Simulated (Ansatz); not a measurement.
**Geometry relaxation of C2H10OSSi2 (part 3 of 3)**

The same run, continued: C2H10OSSi2; RKS PBE/6-31G* (Ansatz 0.2.0). It belongs to a series of runs on one base structure; here: end point A relaxed.

Geometry of the input (Å):
```
C  0.1246  -2.9559  0.7066
Si 0.6796  -1.3017  0.0359
O  -0.2303  0.0078  0.5692
C  0.2799  1.3430  0.2115
Si -0.6124  2.0995  -1.3295
S  -0.1777  2.4691  1.6223
H  0.7007  -3.7421  0.3169
H  0.1672  -2.9205  1.7809
H  -0.9606  -3.0723  0.4496
H  2.1028  -1.0868  0.4376
H  0.6116  -1.2943  -1.4222
H  1.3132  1.3981  0.1012
H  -0.1415  3.5028  -1.5902
H  -0.3512  1.2999  -2.5034
H  -2.0953  2.1645  -1.1495
H  -1.4335  2.0663  1.8073
```

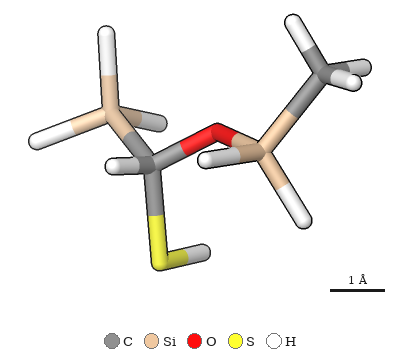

**Figure 1.** The geometry at step 28 of the log (stick view, seen at a tilt).

Trajectory as extended XYZ, continued
```
16
Properties=species:S:1:pos:R:3:forces:R:3 step=22 energy=-30855.34419
C    -0.0915   -2.8890    0.5421   -0.0678   0.0718  -0.0164
Si    0.9529   -1.3334    0.3495   -0.0098  -0.0199  -0.0073
O    -0.1374   -0.0683    0.0255    0.0838   0.0739  -0.0098
C     0.3095    1.2642   -0.1848    0.0257  -0.0134   0.0472
Si   -1.0105    2.1796   -1.2358   -0.0172  -0.0102  -0.0178
S     0.6413    2.2044    1.3952   -0.1072  -0.0677  -0.0786
H     0.5576   -3.7636    0.7202   -0.0007  -0.0080   0.0014
H    -0.7829   -2.7956    1.4014    0.0836  -0.0054  -0.1132
H    -0.6918   -3.0847   -0.3669    0.0765   0.0364   0.1156
H     1.7588   -1.0522    1.5915   -0.0564  -0.0301  -0.0624
H     1.9201   -1.4480   -0.8083   -0.0619   0.0062   0.0755
H     1.2965    1.3061   -0.6982   -0.0731  -0.0259   0.0507
H    -0.5259    3.5588   -1.5833   -0.0239  -0.0635   0.0089
H    -1.2938    1.4118   -2.5001    0.0115   0.0491   0.0667
H    -2.2680    2.2700   -0.4183    0.0433   0.0043  -0.0327
H    -0.6579    2.2172    1.8144    0.0937   0.0023  -0.0277
16
Properties=species:S:1:pos:R:3:forces:R:3 step=23 energy=-30855.34709
C    -0.0873   -2.8911    0.5297   -0.0293   0.0675  -0.0231
Si    0.9495   -1.3294    0.3649   -0.0571  -0.0166   0.0246
O    -0.1428   -0.0660    0.0399    0.0754   0.0437  -0.0114
C     0.3080    1.2619   -0.1860    0.0056  -0.0192   0.0551
Si   -1.0174    2.1730   -1.2333   -0.0051   0.0149  -0.0228
S     0.6628    2.2129    1.3816   -0.0996  -0.0549  -0.0731
H     0.5632   -3.7643    0.7077    0.0058  -0.0127   0.0027
H    -0.7906   -2.8102    1.3782    0.0516   0.0022  -0.0633
H    -0.6725   -3.0786   -0.3880    0.0332   0.0106   0.0573
H     1.7299   -1.0626    1.6233   -0.0166  -0.0138  -0.0451
H     1.9278   -1.4259   -0.7816   -0.0256   0.0066   0.0482
H     1.2896    1.2917   -0.7082   -0.0453  -0.0107   0.0269
H    -0.5265    3.5426   -1.6025   -0.0139  -0.0317   0.0139
H    -1.3192    1.4025   -2.4896    0.0098   0.0144   0.0508
H    -2.2667    2.2836   -0.4080    0.0290  -0.0007  -0.0152
H    -0.6307    2.2373    1.8160    0.0824   0.0004  -0.0255
16
Properties=species:S:1:pos:R:3:forces:R:3 step=24 energy=-30855.35146
C    -0.0819   -2.8977    0.4922    0.0136   0.0588   0.0049
Si    0.9346   -1.3187    0.4144   -0.0313  -0.0089   0.0044
O    -0.1569   -0.0608    0.0708    0.0470   0.0301  -0.0111
C     0.3041    1.2547   -0.1977   -0.0091  -0.0106   0.0730
Si   -1.0347    2.1628   -1.2274   -0.0051  -0.0169   0.0167
S     0.7190    2.2366    1.3337   -0.0647  -0.0366  -0.0448
H     0.5731   -3.7664    0.6755    0.0092  -0.0102   0.0060
H    -0.8207   -2.8488    1.3096    0.0056  -0.0031  -0.0075
H    -0.6238   -3.0679   -0.4522   -0.0032  -0.0017  -0.0081
H     1.6638   -1.0779    1.7052   -0.0158  -0.0113   0.0053
H     1.9603   -1.3664   -0.6888    0.0040  -0.0029  -0.0043
H     1.2704    1.2545   -0.7456   -0.0044   0.0006  -0.0010
H    -0.5327    3.5131   -1.6416   -0.0056  -0.0059  -0.0075
H    -1.3852    1.3593   -2.4468   -0.0009   0.0145   0.0031
H    -2.2544    2.3135   -0.3675    0.0046   0.0059  -0.0062
H    -0.5576    2.2875    1.8103    0.0561  -0.0020  -0.0230
16
Properties=species:S:1:pos:R:3:forces:R:3 step=25 energy=-30855.35469
C    -0.0727   -2.9028    0.4325   -0.0598   0.0495  -0.0069
Si    0.9195   -1.3041    0.4936    0.0228  -0.0729   0.0154
O    -0.1686   -0.0557    0.1111    0.0708   0.0900  -0.0211
C     0.3026    1.2422   -0.2190    0.0077  -0.0058   0.0403
Si   -1.0679    2.1444   -1.2111   -0.0479   0.0035  -0.0131
S     0.8141    2.2677    1.2540   -0.0760  -0.0494  -0.0425
H     0.5855   -3.7654    0.6359   -0.0101  -0.0071   0.0044
H    -0.8747   -2.8987    1.1949    0.0892   0.0014  -0.0895
H    -0.5391   -3.0498   -0.5594    0.0534   0.0261   0.1038
H     1.5417   -1.1125    1.8529   -0.0467  -0.0180  -0.0873
H     2.0271   -1.2839   -0.5372   -0.0614  -0.0093   0.0712
H     1.2417    1.2032   -0.8142   -0.0446  -0.0006   0.0303
H    -0.5557    3.4655   -1.7054   -0.0125  -0.0291   0.0084
H    -1.5018    1.3064   -2.3828    0.0107   0.0337   0.0427
H    -2.2396    2.3625   -0.2958    0.0434  -0.0070  -0.0346
H    -0.4350    2.3585    1.7942    0.0611  -0.0050  -0.0214
16
Properties=species:S:1:pos:R:3:forces:R:3 step=26 energy=-30855.35685
C    -0.0688   -2.9036    0.4288   -0.0375   0.0347  -0.0083
Si    0.9157   -1.3031    0.5016    0.0196  -0.0480   0.0186
O    -0.1685   -0.0550    0.1053    0.0622   0.0657  -0.0258
C     0.3019    1.2422   -0.2276    0.0033  -0.0173   0.0541
Si   -1.0741    2.1467   -1.2100   -0.0307   0.0080  -0.0071
S     0.8276    2.2638    1.2428   -0.0756  -0.0368  -0.0386
H     0.5870   -3.7653    0.6436   -0.0053   0.0040   0.0034
H    -0.8818   -2.8999    1.1770    0.0491  -0.0010  -0.0506
H    -0.5184   -3.0518   -0.5687    0.0261   0.0106   0.0558
H     1.5180   -1.1124    1.8669   -0.0295  -0.0072  -0.0450
H     2.0369   -1.2839   -0.5106   -0.0370  -0.0013   0.0364
H     1.2367    1.2018   -0.8283   -0.0313  -0.0015   0.0175
H    -0.5614    3.4650   -1.7093   -0.0100  -0.0204   0.0070
H    -1.5204    1.3108   -2.3771    0.0095   0.0193   0.0275
H    -2.2378    2.3685   -0.2875    0.0271  -0.0025  -0.0189
H    -0.4154    2.3535    1.7971    0.0599  -0.0062  -0.0260
16
Properties=species:S:1:pos:R:3:forces:R:3 step=27 energy=-30855.36056
C    -0.0575   -2.9039    0.4016   -0.0500  -0.0074  -0.0127
Si    0.9055   -1.2972    0.5480   -0.0135   0.0196   0.0121
O    -0.1663   -0.0556    0.0943    0.0601   0.0361  -0.0174
C     0.3020    1.2352   -0.2605   -0.0067  -0.0327   0.0597
Si   -1.1014    2.1472   -1.1980    0.0089   0.0034  -0.0009
S     0.8902    2.2605    1.1835   -0.0899  -0.0263  -0.0171
H     0.5907   -3.7608    0.6585   -0.0219   0.0163  -0.0040
H    -0.9209   -2.9117    1.0916    0.0625   0.0013  -0.0511
H    -0.4360   -3.0518   -0.6254    0.0277   0.0084   0.0673
H     1.4136   -1.1145    1.9516   -0.0132  -0.0083  -0.0472
H     2.0833   -1.2605   -0.3955   -0.0197  -0.0007   0.0321
H     1.2155    1.1827   -0.8914   -0.0233   0.0000   0.0065
H    -0.5880    3.4523   -1.7283   -0.0098  -0.0063   0.0032
H    -1.5989    1.3079   -2.3402   -0.0006   0.0087   0.0157
H    -2.2262    2.3948   -0.2363    0.0153  -0.0054  -0.0101
H    -0.3284    2.3529    1.7908    0.0740  -0.0066  -0.0361
16
Properties=species:S:1:pos:R:3:forces:R:3 step=28 energy=-30855.36206
C    -0.0444   -2.9047    0.3729   -0.1005  -0.0302  -0.0394
Si    0.8914   -1.2898    0.5990    0.0007   0.0801   0.0038
O    -0.1631   -0.0583    0.0717    0.0714  -0.0342   0.0213
C     0.3028    1.2253   -0.3014    0.0292  -0.0142   0.0207
Si   -1.1283    2.1510   -1.1839   -0.0279  -0.0033   0.0055
S     0.9613    2.2498    1.1134   -0.1098  -0.0320  -0.0042
H     0.5894   -3.7547    0.6861   -0.0465   0.0268  -0.0173
H    -0.9653   -2.9206    0.9888    0.1416   0.0068  -0.0917
H    -0.3347   -3.0581   -0.6848    0.0495   0.0232   0.1580
H     1.2896   -1.1111    2.0416   -0.0321  -0.0150  -0.1039
H     2.1405   -1.2363   -0.2531   -0.0799  -0.0050   0.0557
H     1.1903    1.1617   -0.9681   -0.0280   0.0029   0.0219
H    -0.6254    3.4480   -1.7437   -0.0015  -0.0099   0.0074
H    -1.6921    1.3152   -2.2990    0.0190   0.0134   0.0286
H    -2.2075    2.4168   -0.1743    0.0280  -0.0054  -0.0192
H    -0.2274    2.3433    1.7789    0.0868  -0.0040  -0.0472
16
Properties=species:S:1:pos:R:3:forces:R:3 step=29 energy=-30855.36402
C    -0.0428   -2.9049    0.3748   -0.0311  -0.0006  -0.0129
Si    0.8891   -1.2882    0.5968   -0.0212   0.0461  -0.0216
O    -0.1660   -0.0593    0.0685    0.0513  -0.0372   0.0136
C     0.3014    1.2236   -0.3033    0.0126   0.0058   0.0354
Si   -1.1284    2.1530   -1.1823    0.0042  -0.0148   0.0023
S     0.9593    2.2454    1.1124   -0.0654  -0.0197  -0.0011
H     0.5876   -3.7542    0.6930   -0.0172   0.0095  -0.0042
H    -0.9630   -2.9172    0.9855    0.0473   0.0008  -0.0299
H    -0.3285   -3.0620   -0.6800    0.0197   0.0091   0.0534
H     1.2885   -1.1065    2.0340   -0.0149  -0.0053  -0.0320
H     2.1338   -1.2372   -0.2556   -0.0297   0.0027   0.0230
H     1.1888    1.1606   -0.9691   -0.0151  -0.0012   0.0072
H    -0.6227    3.4511   -1.7360   -0.0068  -0.0047  -0.0007
H    -1.6854    1.3161   -2.2985   -0.0013   0.0161   0.0117
H    -2.2062    2.4149   -0.1720    0.0106  -0.0026  -0.0118
H    -0.2285    2.3422    1.7761    0.0572  -0.0041  -0.0324
16
Properties=species:S:1:pos:R:3:forces:R:3 step=30 energy=-30855.36466
C    -0.0383   -2.9049    0.3704    0.0077   0.0002   0.0026
Si    0.8825   -1.2845    0.6027    0.0103  -0.0165   0.0133
O    -0.1680   -0.0620    0.0633   -0.0126   0.0049   0.0242
C     0.3007    1.2214   -0.3044    0.0053  -0.0079  -0.1043
Si   -1.1316    2.1532   -1.1778    0.0064  -0.0015   0.0063
S     0.9742    2.2376    1.0974   -0.0067   0.0032   0.0447
H     0.5871   -3.7517    0.7029    0.0021   0.0031  -0.0007
H    -0.9672   -2.9180    0.9648   -0.0034   0.0032  -0.0072
H    -0.3034   -3.0659   -0.6872   -0.0055  -0.0036  -0.0027
H     1.2603   -1.1044    2.0439   -0.0009   0.0024   0.0011
H     2.1362   -1.2273   -0.2318    0.0030   0.0008   0.0017
H     1.1811    1.1557   -0.9787   -0.0073  -0.0051  -0.0083
H    -0.6271    3.4496   -1.7356   -0.0007   0.0003   0.0004
H    -1.7003    1.3210   -2.2902    0.0002  -0.0009   0.0025
H    -2.2026    2.4193   -0.1625    0.0008   0.0011   0.0020
H    -0.2065    2.3385    1.7669    0.0013   0.0164   0.0245
16
Properties=species:S:1:pos:R:3:forces:R:3 step=31 energy=-30855.36562
C    -0.0318   -2.9051    0.3623    0.0021  -0.0125   0.0026
Si    0.8762   -1.2813    0.6178    0.0070  -0.0008  -0.0002
O    -0.1691   -0.0643    0.0550   -0.0157  -0.0092   0.0017
C     0.3005    1.2158   -0.3213   -0.0230  -0.0015  -0.0239
Si   -1.1397    2.1549   -1.1731    0.0073   0.0010   0.0056
S     0.9938    2.2272    1.0780    0.0309   0.0153   0.0106
H     0.5869   -3.7492    0.7147   -0.0078   0.0083  -0.0038
H    -0.9776   -2.9192    0.9297    0.0035  -0.0010  -0.0070
H    -0.2668   -3.0695   -0.7022    0.0010  -0.0006   0.0064
H     1.2182   -1.0999    2.0676   -0.0006  -0.0001   0.0027
H     2.1482   -1.2182   -0.1879    0.0041   0.0008   0.0023
H     1.1722    1.1454   -1.0063    0.0019   0.0050   0.0088
H    -0.6365    3.4485   -1.7383    0.0006   0.0029  -0.0019
H    -1.7287    1.3255   -2.2769   -0.0021  -0.0023  -0.0004
H    -2.1939    2.4273   -0.1422    0.0001  -0.0010   0.0020
H    -0.1747    2.3394    1.7673   -0.0095  -0.0042  -0.0056
16
Properties=species:S:1:pos:R:3:forces:R:3 step=32 energy=-30855.36608
C    -0.0212   -2.9071    0.3494   -0.0317  -0.0249  -0.0096
Si    0.8647   -1.2764    0.6408    0.0159   0.0152  -0.0063
O    -0.1734   -0.0680    0.0439   -0.0047  -0.0096  -0.0051
C     0.2979    1.2081   -0.3433   -0.0033   0.0035   0.0223
Si   -1.1524    2.1595   -1.1642    0.0099  -0.0134   0.0092
S     1.0291    2.2145    1.0441    0.0020   0.0067  -0.0092
H     0.5867   -3.7462    0.7329   -0.0240   0.0182  -0.0117
H    -0.9933   -2.9246    0.8738    0.0498  -0.0037  -0.0262
H    -0.2081   -3.0772   -0.7254    0.0136   0.0095   0.0553
H     1.1522   -1.0951    2.1038   -0.0078  -0.0039  -0.0220
H     2.1656   -1.2022   -0.1190   -0.0206  -0.0011   0.0125
H     1.1566    1.1305   -1.0438   -0.0052   0.0038   0.0112
H    -0.6494    3.4480   -1.7413   -0.0036   0.0004  -0.0016
H    -1.7710    1.3317   -2.2534   -0.0021   0.0081   0.0045
H    -2.1812    2.4407   -0.1093    0.0063  -0.0009  -0.0087
H    -0.1257    2.3410    1.7552    0.0056  -0.0079  -0.0143
16
Properties=species:S:1:pos:R:3:forces:R:3 step=33 energy=-30855.36634
C    -0.0185   -2.9083    0.3481   -0.0134  -0.0094  -0.0049
Si    0.8620   -1.2754    0.6434    0.0099   0.0016  -0.0012
O    -0.1753   -0.0690    0.0418   -0.0063  -0.0026  -0.0032
C     0.2974    1.2064   -0.3456   -0.0046   0.0033   0.0071
Si   -1.1530    2.1604   -1.1626   -0.0028  -0.0013   0.0063
S     1.0347    2.2123    1.0385    0.0042   0.0023  -0.0073
H     0.5863   -3.7459    0.7382   -0.0104   0.0085  -0.0051
H    -0.9944   -2.9263    0.8633    0.0217  -0.0020  -0.0110
H    -0.1954   -3.0805   -0.7270    0.0063   0.0038   0.0234
H     1.1402   -1.0941    2.1074   -0.0033  -0.0006  -0.0088
H     2.1661   -1.1989   -0.1090   -0.0099   0.0000   0.0053
H     1.1538    1.1274   -1.0486   -0.0008   0.0023   0.0082
H    -0.6515    3.4484   -1.7420    0.0027  -0.0003  -0.0008
H    -1.7799    1.3361   -2.2495    0.0022   0.0004   0.0021
H    -2.1777    2.4448   -0.1050    0.0039  -0.0012  -0.0017
H    -0.1176    2.3401    1.7530    0.0004  -0.0049  -0.0085
16
Properties=species:S:1:pos:R:3:forces:R:3 step=34 energy=-30855.36646
C    -0.0144   -2.9099    0.3453    0.0005   0.0031   0.0003
Si    0.8573   -1.2736    0.6481    0.0021  -0.0042   0.0018
O    -0.1793   -0.0705    0.0389   -0.0055   0.0014   0.0010
C     0.2954    1.2038   -0.3499   -0.0009   0.0001  -0.0067
Si   -1.1557    2.1626   -1.1592    0.0055  -0.0015  -0.0016
S     1.0430    2.2084    1.0284    0.0010   0.0001   0.0033
H     0.5870   -3.7448    0.7450    0.0014  -0.0012   0.0007
H    -0.9963   -2.9299    0.8473   -0.0005  -0.0004  -0.0002
H    -0.1762   -3.0848   -0.7309    0.0006   0.0001  -0.0005
H     1.1215   -1.0912    2.1141    0.0003  -0.0006  -0.0004
H     2.1665   -1.1924   -0.0933    0.0004  -0.0002   0.0002
H     1.1483    1.1222   -1.0566   -0.0009  -0.0001  -0.0009
H    -0.6503    3.4471   -1.7430   -0.0019   0.0005   0.0006
H    -1.7913    1.3397   -2.2419   -0.0016   0.0008   0.0016
H    -2.1723    2.4518   -0.0954    0.0003   0.0010  -0.0016
H    -0.1060    2.3387    1.7472   -0.0006   0.0011   0.0024
```

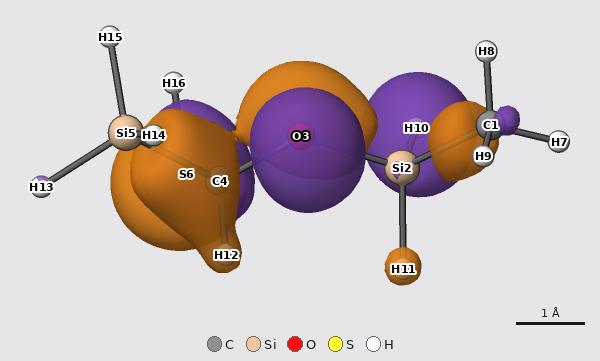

**Figure 2.** The HOMO−1 at ±0.1 Å⁻³ᐟ² (orange and purple are the two phases), seen from the side. By Hirshfeld shares it lies mainly on O3 (45 %), S6 (20 %), C4 (10 %), Si2 (10 %) and H10 (10 %). Its energy is −6.50 eV.

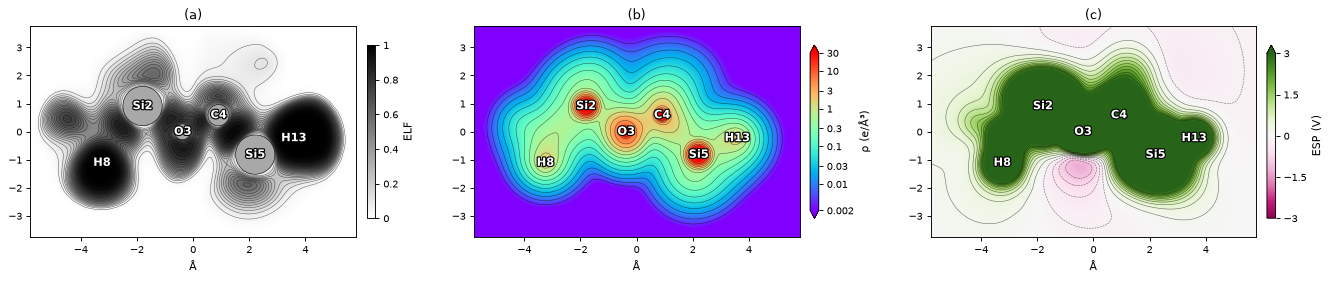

**Figure 3.** (a) electron localisation function; (b) electron density; (c) electrostatic potential on the plane of atoms O3, C4 and Si5. Grey discs, where drawn, cover atomic cores. The plane passes through Si, O, C and H nuclei. Si–H (1.50 Å): ρ is about 0.76 e/Å³ halfway; the ELF climbs to about 1 towards the hydrogen, as it does in any bond to H.

Key numbers

```tsv
quantity	value
outcome	converged
total energy	−30855.3665 eV
mean-field energy	−30855.3665 eV
largest force (length of the vector) at the end	0.007 eV/Å
wall time	65 s (CPU time 2.1 min)
peak memory	0.2 GiB
```
